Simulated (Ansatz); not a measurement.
# TaSi2N4 monolayer in a perpendicular field, part 2 of 3

Aim: how the TaSi2N4 monolayer screens a field along its normal, and what the field does to its bands. A positive field points along +c.

Ansatz 0.2.0; plane-wave DFT, PBE-D3(BJ), Ansatz PAW.

So far. Step 2 (Relaxation): The lattice constant a goes from 2.920 to 2.951 Å.

### Step 3. Single point, field 0

A sawtooth potential applies the field, turning back in the middle of the vacuum. With the dipole correction the typed value is the field outside the slab. The induced dipole is small, so the SCF threshold is tight.

The cell differs from the one that the last finished run ended in (c 45.628 → 25.022 Å).

File input.yaml:

```yaml
crystal:
  lattice:
    - [2.9505611541, 0.0, 0.0]
    - [-1.475280577, 2.5552609149, 0.0]
    - [0.0, 0.0, 25.0215092713]
  atoms:
    - { symbol: "N", position: [0.0, 0.0, 0.3596905328], spin: 0.01 }
    - { symbol: Si, position: [0.3333333333, 0.6666666667, 0.3798375388] }
    - { symbol: "N", position: [0.3333333333, 0.6666666667, 0.4497493179], spin: 0.01 }
    - { symbol: Ta, position: [0.0, 0.0, 0.5], spin: 0.23 }
    - { symbol: "N", position: [0.3333333333, 0.6666666667, 0.5502506821], spin: 0.01 }
    - { symbol: Si, position: [0.3333333333, 0.6666666667, 0.6201624612] }
    - { symbol: "N", position: [0.0, 0.0, 0.6403094672], spin: 0.01 }
magnetization:
  spin_polarized: true
kpoints:
  mp_grid: { grid: [18, 18, 1] }
  band_path:
    path: [[0, 0, 0], [0.5, 0, 0], [0.33333333, 0.33333333, 0], [0, 0, 0]]
    npoints: 16
hamiltonian:
  xc: pbe
  dispersion: d3bj
scf:
  occupations: { method: fermi_dirac, width: 0.02585 }
  convergence: { dr2_threshold: 1.0e-10 }
efield:
  axis: 3
  dipole_correction: true
  ramp_position: 0.97
  ramp_width: 0.06
  amplitude: 0
output:
  dos: { projected: true, e_range: [-6, 5] }
  write_potential: true
  write_density: true
  volumetric_format: npy
  elf: true
```

On the command line:

```
ansatz run input.yaml --threads 2 --pin off --max-ram 3072MiB --backend cpu --events-out ev --progress --plain --runs-dir out
```

Numbers of over 12 decimals in the logs are rounded to 6 here.

The log of the run:

```text
[...]
Crystal: 7 atoms, lattice volume = 188.649 Å³
Basis set: ecut = 420 eV, 3611 PW (Γ)
Bands: 28, of which v1, the nominal top of the filled ones, is band 21 counted from 1 (20 counted from 0)
Symmetry: 6 space group operations
k-points: 37 of 324 (time reversal used)
[...]
Starting moments: Σ|m| = 0.27 μB on 5 of 7 sites
[...]
SCF iter   1: F=—  HF=-12720.786980 eV  |F-HF|=—  |Δ(HF+E_count)|=         —  Δρ=3.70e-2 (↑3.69e-2 ↓3.70e-2)  dr2=1.41e1  dr2_m=5.00e-3  M=0.078 μB ∫|m|=0.088 μB  β_m=0.42  ethr=3.10e-3  p=0.000 e·Å  D=3.36e-14 V/Å  ΔV_dip=-0.00 eV  dr2_dipole=4.36e-8  V_vac-E_F(+/−)=6.47/6.47 eV  ⟨swp⟩=9.9  Hψ=13557  notcnv=0
[...]
efield: sawtooth ramp at fractional position 0.9700 (set: `efield.ramp_position`, or a place that a band, a saddle search or an elastic batch's reference lends), width 0.0600; the density the first Hamiltonian is built on has a dipole p = 0.000 e·Å; the dipole correction subtracts the counter field D = 3.36e-14 V/Å, which shifts the + side's vacuum level by -0.00 eV against the − side's; the planar-averaged density in the ramp window peaks in size at 3.0e-6 e/Å³
[...]
SCF iter   2: F=—  HF=-12736.694145 eV  |F-HF|=—  |Δ(HF+E_count)|=    1.59e1  Δρ=1.72e-2 (↑1.71e-2 ↓1.72e-2)  dr2=2.73e0  dr2_m=1.67e-3  M=0.075 μB ∫|m|=0.078 μB  β_m=0.40  ethr=3.10e-3  p=-0.000 e·Å  D=-8.09e-8 V/Å  ΔV_dip=0.00 eV  dr2_dipole=6.46e-9  V_vac-E_F(+/−)=5.80/5.80 eV  ⟨swp⟩=3.9  Hψ=5584  notcnv=0  defer=141
density mixer auto → msr1: a metal under ldos (density of states about μ 0.73 of a free-electron gas's, 16 screened modes)
SCF iter   3: F=—  HF=-12747.198882 eV  |F-HF|=—  |Δ(HF+E_count)|=    1.05e1  Δρ=1.07e-2 (↑1.07e-2 ↓1.06e-2)  dr2=4.45e-1  dr2_m=1.65e-4  M=0.082 μB ∫|m|=0.084 μB  β_m=0.57  ethr=3.10e-3  p=-0.000 e·Å  D=-9.24e-6 V/Å  ΔV_dip=0.00 eV  dr2_dipole=1.67e-9  V_vac-E_F(+/−)=5.47/5.47 eV  ⟨swp⟩=3.8  Hψ=4844  notcnv=0  defer=141
[...]
SCF iter  24: F=-12748.349878 eV  HF=-12748.349878 eV  |F-HF|=2.87e-10  |Δ(HF+E_count)|=   9.54e-9  Δρ=1.78e-7 (↑1.78e-7 ↓1.26e-7)  dr2=9.87e-11  dr2_m=1.23e-11  M=0.759 μB ∫|m|=0.767 μB  ethr=1.00e-12  p=0.000 e·Å  D=1.51e-7 V/Å  ΔV_dip=-0.00 eV  dr2_dipole=2.38e-14  V_vac-E_F(+/−)=5.28/5.28 eV  ⟨swp⟩=13.2  Hψ=13147  notcnv=0
SCF 1 converged in 24 iterations: F = -12748.349878 eV  dr2 = 9.87e-11
[...]
at 7 of the mixer's solves, the last at iteration 16, it left a direction of its history that read negative out of its fit and stepped the other way along it
[...]
NSCF: frozen V_eff on 49 k-points
efield: sawtooth ramp at fractional position 0.9700 (kept from the solve that this one continues, or follows in the run), width 0.0600; the density the first Hamiltonian is built on has a dipole p = 0.000 e·Å; the dipole correction subtracts the counter field D = 1.51e-7 V/Å, which shifts the + side's vacuum level by -0.00 eV against the − side's; the planar-averaged density in the ramp window peaks in size at 2.5e-6 e/Å³
SCF converged after 24 iterations
Magnetization: 0.7591 μB (20.8795 up, 20.1205 down)
Absolute magnetization: 0.7677 μB (∫|ρ↑−ρ↓|, with the PAW one-centre terms)
[...]
Per-site moments (μB) at R_I (Å): [(0.0080656, 0.732819), (0.00300181, 0.721586), (0.012724, 0.721586), (0.255663, 0.873377), (0.012724, 0.721586), (0.00300181, 0.721586), (0.00806561, 0.732819)]
Free energy (F): -12748.349878 eV
[...]
Internal energy: -12748.344002 eV  (E = F + TS)
E sigma→0 (E₀):  -12748.346940 eV
Entropy (-TS):   -0.005876 eV (-0.839 meV/atom)
Fermi energy:    1.505904 eV
Dipole field:    D = 0.000000 V/Å  (p = 0.000000 e·Å, saw-weighted, corrected)
Work function:   Φ+ = 5.2807 eV   Φ− = 5.2807 eV
Levels:          The Fermi level and band energies are counted from a zero that moves with the ramp; work functions are not
[...]
--- Band table (eV; the first three rows and the last of 74) ---
  k-point 0 ↑: bands = [... 17 lower, -0.8375, -0.7478, -0.7478, 1.9908, 5.0919, 5.0919, 5.0993, 5.1025, ... 3 higher]
  k-point 1 ↑: bands = [... 17 lower, -0.9383, -0.8096, -0.6643, 1.9725, 4.7575, 5.1032, 5.1621, 5.5250, ... 3 higher]
  k-point 2 ↑: bands = [... 17 lower, -1.0913, -0.9797, -0.6279, 1.8295, 4.6141, 5.1416, 5.2509, 6.0018, ... 3 higher]
  k-point 36 ↓: bands = [... 17 lower, -2.5498, -0.6394, 0.1383, 2.3203, 5.1863, 5.5387, 6.8600, 7.2179, ... 3 higher]
```

The job ended after 2.1 min (2 threads of Arm Neoverse N1, shared host; peak memory 0.7 GiB; 4.2 min of CPU time).

This step gave:

| Quantity | Value |
| --- | --- |
| energy at zero smearing | -12748.3469 eV |
| total moment | 0.7591 μB |
| site moments | 0.008066, 0.003002, 0.01272, 0.2557, 0.01272, 0.003002, 0.008066 μB |
| work function, upper face | 5.281 eV |
| dipole along the normal | 3.81e-7 e·Å |

Running mean over a fixed 2.6 Å (it still follows the layers) of the planar mean; the ramp of the sawtooth is left out. Table of electron's electrostatic potential energy less the Fermi level by z:

| z (Å) | electron's electrostatic potential energy less the Fermi level (eV) |
| --- | --- |
| 4 | 5.28 |
| 6 | 5.26 |
| 8 | -1.62 |
| 10 | -9.95 |
| 12 | -12.1 |
| 14 | -8.07 |
| 16 | -8.24 |
| 18 | 4.76 |
| 20 | 5.28 |

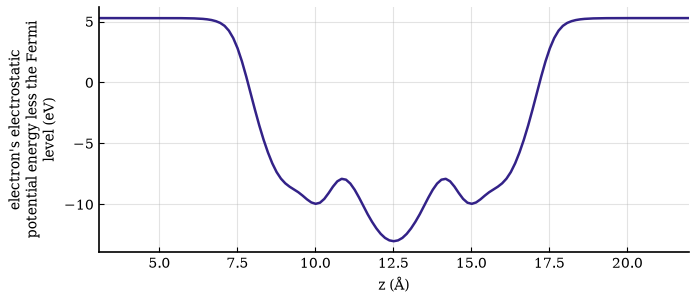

Electron's electrostatic potential energy less the Fermi level, plotted against z.

The density of states has structure finer than the step of the table below, so its rows give means over 0.25 eV, whole bins alone (the curve runs from -6 to 1.99 eV). Peaks (eV: height): total -5.920: 6.49, -5.560: 7.83, -5.500: 8.49, -3.110: 5.56, -2.330: 10.8, -2.090: 5.55, 0.010: 3.74; up -5.920: 3.11, -5.560: 5.27, -3.220: 3.00, -2.330: 7.22, -2.140: 3.03, -0.680: 3.66; down -5.920: 3.37, -5.500: 5.91, -3.110: 3.72, -2.280: 5.55, -2.220: 5.20, -2.090: 3.91, 0.010: 3.33.

Density of states against energy, zero at the Fermi level; means over each step; values in states/eV a cell:

| energy (eV) | total | up | down |
| --- | --- | --- | --- |
| -5.75 | 3.78 | 1.94 | 1.84 |
| -5.50 | 6.45 | 3.16 | 3.29 |
| -5.25 | 3.90 | 1.82 | 2.08 |
| -5.00 | 3.16 | 1.59 | 1.58 |
| -4.75 | 3.27 | 1.58 | 1.70 |
| -4.50 | 2.44 | 1.16 | 1.28 |
| -4.25 | 2.28 | 1.16 | 1.12 |
| -4.00 | 2.18 | 1.10 | 1.09 |
| -3.75 | 2.41 | 1.35 | 1.07 |
| -3.50 | 3.96 | 2.07 | 1.89 |
| -3.25 | 4.11 | 2.20 | 1.91 |
| -3.00 | 3.91 | 1.77 | 2.14 |
| -2.75 | 3.66 | 1.81 | 1.85 |
| -2.50 | 4.27 | 2.15 | 2.13 |
| -2.25 | 7.89 | 3.78 | 4.11 |
| -2.00 | 2.56 | 0.977 | 1.58 |
| -1.75 | 0.919 | 0.452 | 0.467 |
| -1.50 | 0.716 | 0.314 | 0.402 |
| -1.25 | 0.00577 | 0 | 0.00577 |
| -1.00 | 0 | 0 | 0 |
| -0.75 | 1.44 | 1.44 | 0 |
| -0.50 | 1.26 | 1.26 | 0 |
| -0.25 | 0.646 | 0.646 | 0 |
| 0.00 | 2.13 | 0.368 | 1.76 |
| 0.25 | 1.28 | 0.188 | 1.09 |
| 0.50 | 0.721 | 0.118 | 0.603 |
| 0.75 | 0.359 | 0 | 0.359 |
| 1.00 | 0.177 | 0 | 0.177 |
| 1.25 | 0 | 0 | 0 |

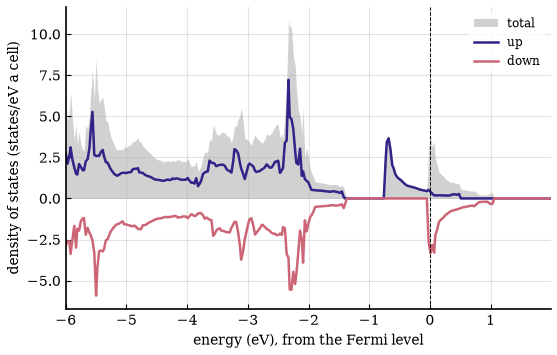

Density of states against energy. Down spins are drawn negative.

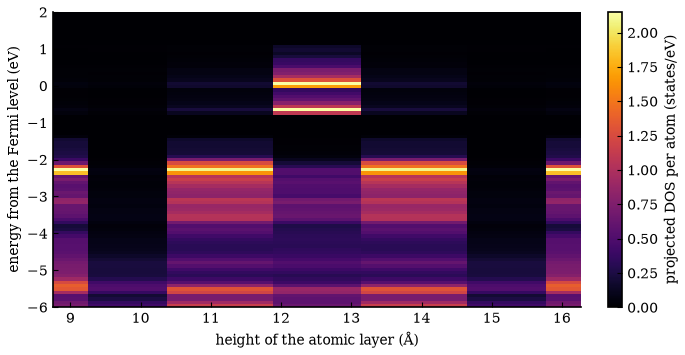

Projected DOS per atom over height of the atomic layer and energy from the Fermi level. Layers: N Si N Ta N Si N from below.

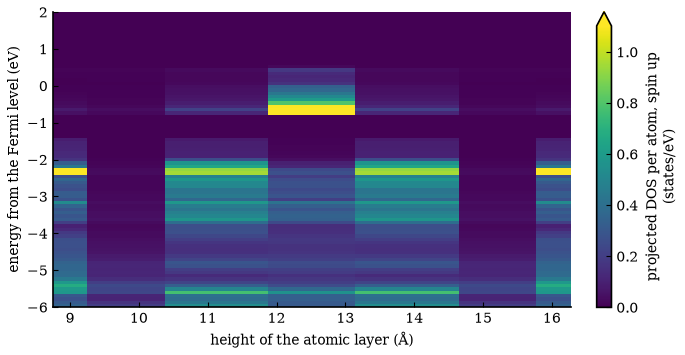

Projected DOS per atom, spin up over height of the atomic layer and energy from the Fermi level. Layers: N Si N Ta N Si N from below.

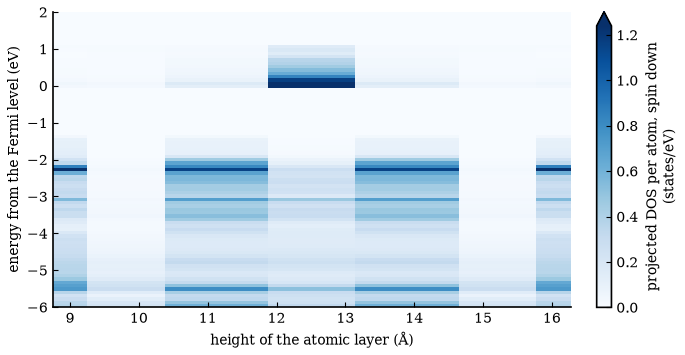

Projected DOS per atom, spin down over height of the atomic layer and energy from the Fermi level. Layers: N Si N Ta N Si N from below.

Deep bands are left out, so band numbers here count from the lowest band kept and differ from the log's. The electronic bands at the labelled points (eV, zero at the Fermi level; # counts the bands kept):

| point | up #9 | up #10 | up #11 | up #12 | down #9 | down #10 | down #11 | down #12 |
| --- | --- | --- | --- | --- | --- | --- | --- | --- |
| Γ | -2.34 | -2.25 | -2.25 | 0.48 | -2.31 | -2.18 | -2.18 | 1.05 |
| M | -2.48 | -2.42 | -1.95 | -0.71 | -2.41 | -2.38 | -1.90 | 0.00 |
| K | -4.12 | -2.19 | -1.41 | 0.07 | -4.06 | -2.15 | -1.37 | 0.81 |
| Γ | -2.34 | -2.25 | -2.25 | 0.48 | -2.31 | -2.18 | -2.18 | 1.05 |

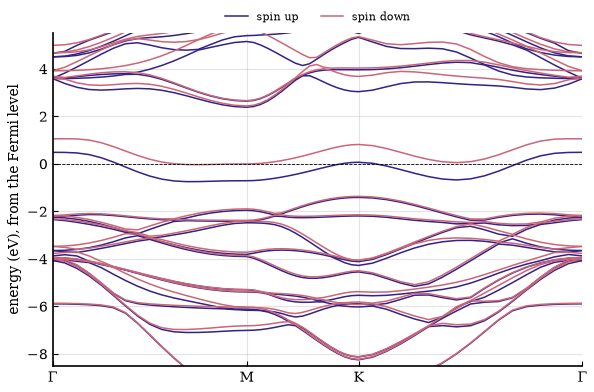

Electronic bands along the path; the two colours are the two spins.

Site moment by atom:

| atom | site moment (μB) |
| --- | --- |
| N1 | 0.008 |
| Si2 | 0.003 |
| N3 | 0.013 |
| Ta4 | 0.256 |
| N5 | 0.013 |
| Si6 | 0.003 |
| N7 | 0.008 |

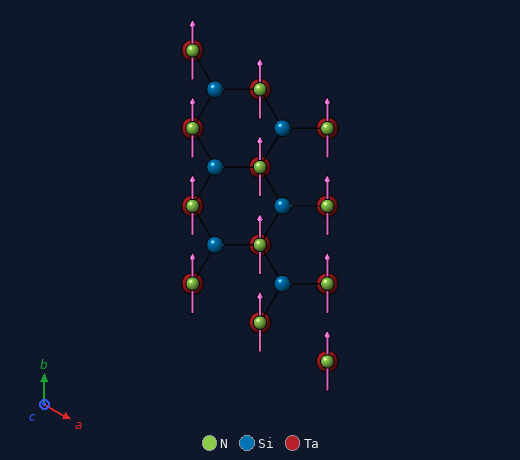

Site moment as arrows, the longest 0.256 μB. Up and down stand for the sign. Arrows give size and sign along the axis of quantisation, drawn up and down the page. Bonds to atoms that aren't drawn are left out. 2×3×1 cells are drawn. Some periodic images of atoms are drawn too.

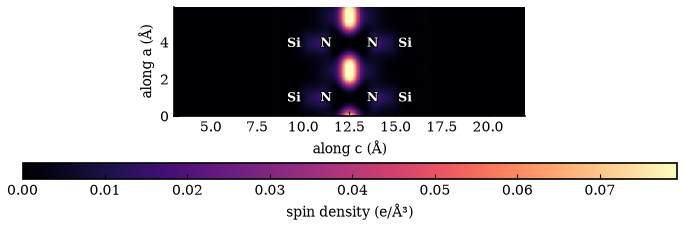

Spin density in the ca plane at fractional y = 0.667, with atoms of Si and N within 0.2 Å of it. The far vacuum is left out of the map.

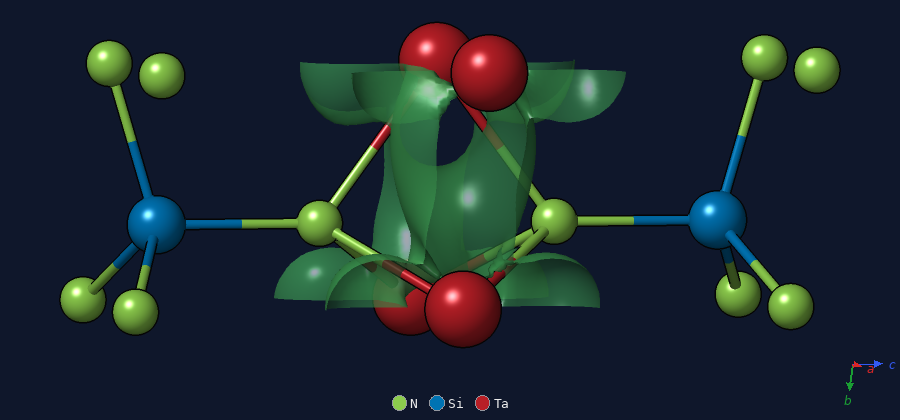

Surface of spin density = 0.029 e/Å³, which holds about 70 % of the integral of its size. Bonds to atoms that aren't drawn are left out.

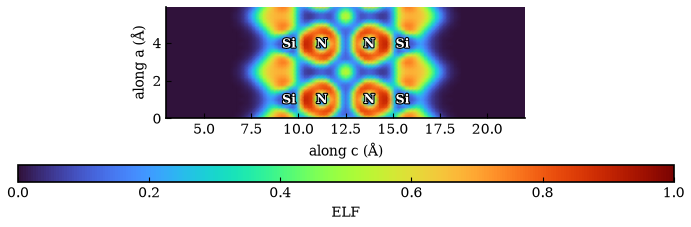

ELF in the ca plane at fractional y = 0.667, with atoms of Si and N within 0.2 Å of it. It is the smooth field of the valence electrons, not physical close to the nuclei. The far vacuum is left out of the map.

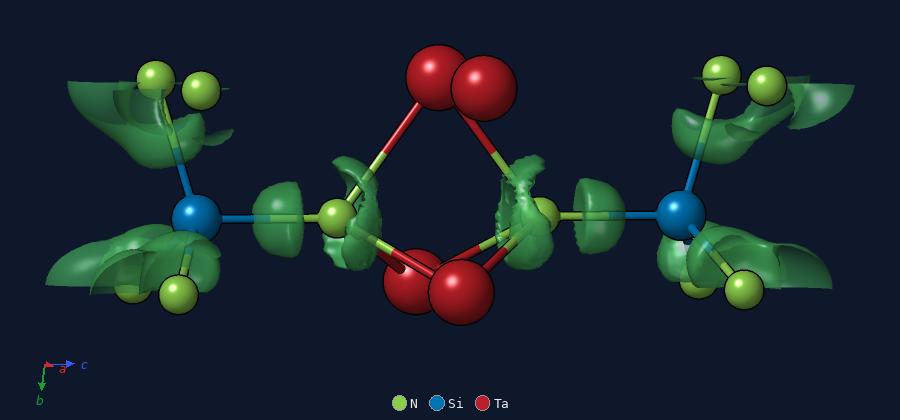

Surface of ELF = 0.82. Bonds to atoms that aren't drawn are left out.

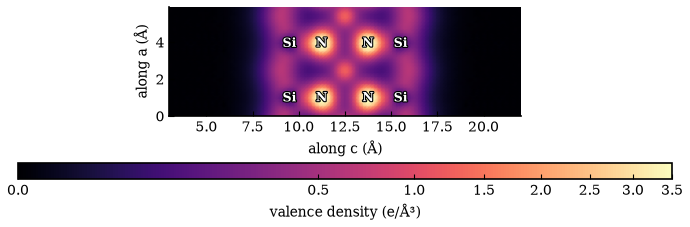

Valence density in the ca plane at fractional y = 0.667, with atoms of Si and N within 0.2 Å of it. It is the smooth field of the valence electrons, not physical close to the nuclei. The colour scale is stretched toward low values. The far vacuum is left out of the map.

The work function of the upper face is 5.28 eV.

### Step 4. Single point, field 0.1 V/Å

input.yaml: that of step 3 with these lines changed.

```diff
@@ -29,7 +29,6 @@
   dipole_correction: true
-  ramp_position: 0.97
-  ramp_width: 0.06
-  amplitude: 0
+  ramp_position: 0.9365
+  ramp_width: 0.1271
+  amplitude: 0.1
 output:
-  dos: { projected: true, e_range: [-6, 5] }
   write_potential: true
@@ -37,2 +36 @@
   volumetric_format: npy
-  elf: true
```

The log of the run:

```text
[...]
Crystal: 7 atoms, lattice volume = 188.649 Å³
Basis set: ecut = 420 eV, 3611 PW (Γ)
Bands: 28, of which v1, the nominal top of the filled ones, is band 21 counted from 1 (20 counted from 0)
Symmetry: 6 space group operations
k-points: 37 of 324 (time reversal used)
[...]
Starting moments: Σ|m| = 0.27 μB on 5 of 7 sites
[...]
k-point 1 ↑: bands = [... 17 lower, -0.9381, -0.8098, -0.6644, 1.9722, 4.7528, 5.1029, 5.1581, 5.5257, ... 3 higher]
  k-point 2 ↑: bands = [... 17 lower, -1.0909, -0.9799, -0.6279, 1.8293, 4.6113, 5.1413, 5.2484, 5.9835, ... 3 higher]
  k-point 36 ↓: bands = [... 17 lower, -2.5502, -0.6410, 0.1396, 2.3199, 5.1859, 5.5377, 6.8601, 7.2164, ... 3 higher]
[key lines of the parts left out:]
SCF converged after 26 iterations
Magnetization: 0.7591 μB (20.8795 up, 20.1205 down)
Free energy (F): -12748.351529 eV
Fermi energy:    1.505608 eV
Dipole field:    D = 0.031673 V/Å  (p = 0.033020 e·Å, saw-weighted, corrected)
```

Elapsed: 2.3 min, on 2 threads; peak memory 0.71 GiB; 4.6 min of CPU time.

The dipole is 0.0330 e·Å.

(Part 2 of 3 ends here.)

[Logs are printed without paths, hosts, clocks, repeated set-up lines and the standing remarks that a program may print on its own settings, such as how far it seeks lower states.]

[Hosts, paths, dates, database ids (printed as entryN), source tags and the programs' standing remarks are cut or masked in the printed files.]

[Maps of the electrostatic potential energy from Ansatz leave out the sawtooth potential of an applied field or a dipole correction, so their vacuum need not be flat; planar profiles and work functions include it.]
